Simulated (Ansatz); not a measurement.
**SiHCl2 (SMILES Cl[SiH]Cl): levels of theory compared**

Aim: a comparison of 6 runs (U-r2SCAN/STO-3G, U-r2SCAN0/STO-3G, U-wB97X/STO-3G, UB2PLYP/STO-3G, UBHLYP/STO-3G, UCCSD(T)/STO-3G) of SiHCl2. 

Program for the calculation: Ansatz 0.2.0.

68 further runs of the same task are left out: 9 that didn't finish, 59 set aside as unsound or not needed.

**1. The system as given**

SiHCl2 has 4 atoms, charge 0, and is taken as a doublet. As SMILES, `Cl[SiH]Cl`. The Cl3–Si2 distance was set to 3.070 Å, away from the relaxed value. At this shape a bond of the SMILES string is far longer than usual.

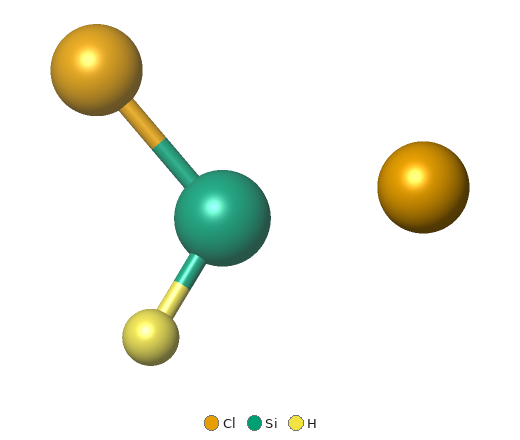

Viewed from a chosen angle; chlorine amber, silicon teal, hydrogen yellow.

**2. A single-point energy at U-r2SCAN/STO-3G (run 1)**

Input file molecule.yaml:

```yaml
crystal:
  periodic: [false, false, false]
  atoms:
    - {symbol: Cl, position_ang: [-1.678250, 0.111350, 1.910250]}
    - {symbol: Si, position_ang: [0.155950, -0.480650, 1.220850]}
    - {symbol: Cl, position_ang: [0.250900, -0.281300, -1.841700]}
    - {symbol: H, position_ang: [1.176550, 0.451250, 1.773250]}
basis:
  gaussian: {orbitals: STO-3G}
magnetization: {spin_polarized: true, initial_magnetization: 1}
hamiltonian: {xc: r2scan}
accuracy: high
```

Command:

```console
ansatz run molecule.yaml --threads 1 --pin off --max-ram 2610MiB --events-out events.jsonl --progress --plain --runs-dir runs
```

Standard output:

```text
Warning: RAYON_NUM_THREADS=1 ignored (pool sized by the plan → 1); use --threads N
Functional definition: r2SCAN
  name "r2SCAN"
  parameter k0 = 0.174
  parameter k1 = 0.065
  parameter a1 = 4.9479
  exchange = r2scan_x(k0 = k0, k1 = k1, a1 = a1)
  correlation = r2scan_c
482 factors; integrals over basis functions are off by at most 1.7e-8 eV
mean field evaluation 1: about -32567.2540 eV, gradient 1.7e1 eV
mean field evaluation 2: about -32417.7883 eV, gradient 5.2e1 eV
mean field evaluation 4: about -32567.1894 eV, gradient 1.9e1 eV
mean field evaluation 8: about -32572.6226 eV, gradient 1.5e-1 eV
mean field evaluation 16: about -32572.6136 eV, gradient 8.0e-9 eV
mean field evaluation 32: about -32572.5025 eV, gradient 1.0e0 eV
mean field -32572.61363234 eV, -1197.0214724781 hartree, gradient 1.4e-8 eV, S^2 0.774122; 4 other end points of the search recorded, 0 dependent functions left out
reference -32572.61363302 eV, -1197.0214725029 hartree; 25, 24 occupied and 3, 4 virtual orbitals, 482 factors
Total energy: -32572.61363302 eV, -1197.0214725029 hartree
```

It took 7.8 s on 1 thread of Arm Neoverse V2, shared host; peak memory 0.26 GiB.

**3. The energy at U-r2SCAN0/STO-3G (run 2)**

Input file job.yaml:

```yaml
crystal:
  periodic: [false, false, false]
  atoms:
    - {symbol: Cl, position_ang: [-1.678250, 0.111350, 1.910250]}
    - {symbol: Si, position_ang: [0.155950, -0.480650, 1.220850]}
    - {symbol: Cl, position_ang: [0.250900, -0.281300, -1.841700]}
    - {symbol: H, position_ang: [1.176550, 0.451250, 1.773250]}
basis:
  gaussian: {orbitals: STO-3G}
magnetization: {spin_polarized: true, initial_magnetization: 1}
hamiltonian: {xc: {name: r2SCAN0}}
accuracy: high
```

Command:

```console
ansatz run job.yaml --threads 1 --pin off --max-ram 2610MiB --events-out events.jsonl --progress --plain --runs-dir runs
```

Standard output:

```text
Warning: RAYON_NUM_THREADS=1 ignored (pool sized by the plan → 1); use --threads N
Functional definition: r2SCAN0
  name "r2SCAN0"
  parameter a = 0.25
[... 3 set-up lines as earlier in the session ...]
  exchange = (1 - a)*r2scan_x(k0 = k0, k1 = k1, a1 = a1) + a*exact_x
[... 1 set-up line as earlier in the session ...]
482 factors; integrals over basis functions are off by at most 1.7e-8 eV
mean field evaluation 1: about -32568.2875 eV, gradient 1.5e1 eV
mean field evaluation 2: about -32526.7996 eV, gradient 4.5e1 eV
mean field evaluation 4: about -32572.0520 eV, gradient 8.5e0 eV
mean field evaluation 8: about -32573.2738 eV, gradient 1.3e-1 eV
mean field evaluation 16: about -32573.2805 eV, gradient 4.7e-3 eV
mean field evaluation 32: about -32573.2805 eV, gradient 2.3e-7 eV
mean field -32573.28046280 eV, -1197.0459780453 hartree, gradient 5.2e-8 eV, S^2 0.825791; 2 other end points of the search recorded, 0 dependent functions left out
reference -32573.28046332 eV, -1197.0459780645 hartree; 25, 24 occupied and 3, 4 virtual orbitals, 482 factors
Total energy: -32573.28046332 eV, -1197.0459780645 hartree
```

Wall time 10 s (1 thread of Arm Neoverse V2, shared host); peak memory 0.26 GiB.

Run 3 isn't shown in full; the table further down has it.

**4. A single-point energy at UB2PLYP/STO-3G (run 4)**

Input file run.yaml:

```yaml
crystal:
  periodic: [false, false, false]
  atoms:
    - symbol: Cl
      position_ang: [-1.678250, 0.111350, 1.910250]
    - symbol: Si
      position_ang: [0.155950, -0.480650, 1.220850]
    - symbol: Cl
      position_ang: [0.250900, -0.281300, -1.841700]
    - symbol: H
      position_ang: [1.176550, 0.451250, 1.773250]
basis:
  gaussian: {orbitals: STO-3G}
magnetization: {spin_polarized: true, initial_magnetization: 1}
accuracy: high
hamiltonian: {xc: {name: B2PLYP}}
correlation: {frozen_orbitals: {Cl: 5, H: 0, Si: 5}}
```

Command:

```console
ansatz run run.yaml --threads 1 --pin off --max-ram 2610MiB --events-out events.jsonl --progress --plain --runs-dir runs
```

Standard output, cut to the lines that bear on the results:

```text
Warning: RAYON_NUM_THREADS=1 ignored (pool sized by the plan → 1); use --threads N
Functional definition: B2PLYP
  name "B2PLYP"
[...]
482 factors; integrals over basis functions are off by at most 1.7e-8 eV
[...]
mean field -32560.29610953 eV, -1196.5688118637 hartree, gradient 3.4e-8 eV, S^2 0.856671; 4 other end points of the search recorded, 0 dependent functions left out
15 core orbitals not correlated: weight in the atoms' cores, before any rotation towards them, 1.000 or more for the frozen orbitals, at most 0.000 for the correlated occupied ones
reference -32560.29612867 eV, -1196.5688125672 hartree; 10, 9 occupied and 3, 4 virtual orbitals, 482 factors
second order -1.36536920 eV of doubles, -0.00000000 eV of singles
Total energy: -32560.66477835 eV, -1196.5823601932 hartree
```

Run time: 4.2 s. Hardware: 1 thread of Arm Neoverse V2, shared host; peak memory 0.17 GiB.

Run 5 isn't shown in full; the table further down has it.

**5. A single-point energy at UCCSD(T)/STO-3G (run 6)**

Input file input.yaml:

```yaml
crystal:
  periodic: [false, false, false]
  atoms:
    - {symbol: Cl, position_ang: [-1.678250, 0.111350, 1.910250]}
    - {symbol: Si, position_ang: [0.155950, -0.480650, 1.220850]}
    - {symbol: Cl, position_ang: [0.250900, -0.281300, -1.841700]}
    - {symbol: H, position_ang: [1.176550, 0.451250, 1.773250]}
basis:
  gaussian: {orbitals: STO-3G}
magnetization: {spin_polarized: true, initial_magnetization: 1}
accuracy: high
scf: {omitted_lower_state_checks: [cluster_reference, increment]}
correlation: {method: ccsd_t, frozen_orbitals: {Cl: 5, H: 0, Si: 5}}
```

Command:

```console
ansatz run input.yaml --threads 1 --pin off --max-ram 2610MiB --events-out events.jsonl --progress --plain --runs-dir runs
```

Standard output:

```text
Warning: RAYON_NUM_THREADS=1 ignored (pool sized by the plan → 1); use --threads N
[... 14 lines left out ...]
15 core orbitals not correlated: weight in the atoms' cores, before any rotation towards them, 1.000 or more for the frozen orbitals, at most 0.000 for the correlated occupied ones
[... 50 lines left out ...]
Total energy: -32527.20779469 eV, -1195.3528387215 hartree
Checks for a lower state left out: cluster_reference, increment
```

It took 0.76 s on 1 thread of Arm Neoverse V2, shared host.

**6. All runs side by side**

| run | level | frozen core orbitals | energy (Eh) | ⟨S²⟩ | wall time |
| --- | --- | --- | --- | --- | --- |
| 1 | U-r2SCAN/STO-3G | – | -1197.021473 | 0.774 | 7.8 s |
| 2 | U-r2SCAN0/STO-3G | – | -1197.045978 | 0.826 | 10 s |
| 3 | U-wB97X/STO-3G | – | -1197.050011 | 0.842 | 15 s |
| 4 | UB2PLYP/STO-3G | 15 | -1196.582360 | 0.857 | 4.2 s |
| 5 | UBHLYP/STO-3G | – | -1197.092904 | 0.840 | 2.7 s |
| 6 | UCCSD(T)/STO-3G | 15 | -1195.352839 | 0.993 | 0.76 s |

**7. Summary of results**

| quantity | value |
| --- | --- |
| run 6: total energy | -1195.35284 Eh |
| run 6: correlation energy (15 core orbitals frozen) | -51.8 mEh |
| run 6: (T) correction | -1.47 mEh |
| run 6: ⟨S²⟩ of the reference determinant | 0.993 |
| run 6: T1 diagnostic | 0.030 |

In words: Totals of different functionals can't be ranked against each other. In runs 1, 2, 3, 4, 5, 6 the basis is minimal, so the values are rough. Spin contamination of the reference: run 6 ⟨S²⟩ = 0.99, run 4 ⟨S²⟩ = 0.86. All runs together took 41 s, the longest 15 s.
